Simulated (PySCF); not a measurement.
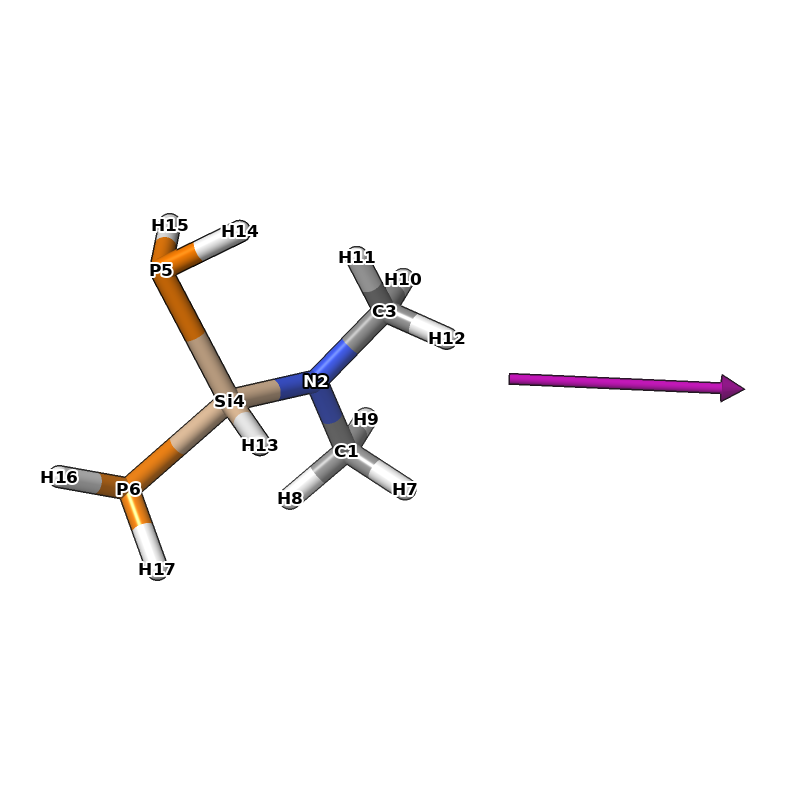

The arrow beside the molecule shows the direction of the dipole moment, from the negative to the positive end (its length means nothing). The geometry was computed by an optimisation with GFN2-xTB. No frequency run is at hand to confirm it as a minimum. Method: PBE0/pcSseg-1, gas phase (PySCF 2.14.0).

Question: How large is the dipole moment?

Answer: 2.01 D; it points from the side of H16 to the side of H12 (the outermost atoms at the two ends).

The geometry is semi-empirical. Around P, Si such bond lengths and angles can be off by a tenth of an ångström or more and by several degrees, and values that hang on the shape move with them.
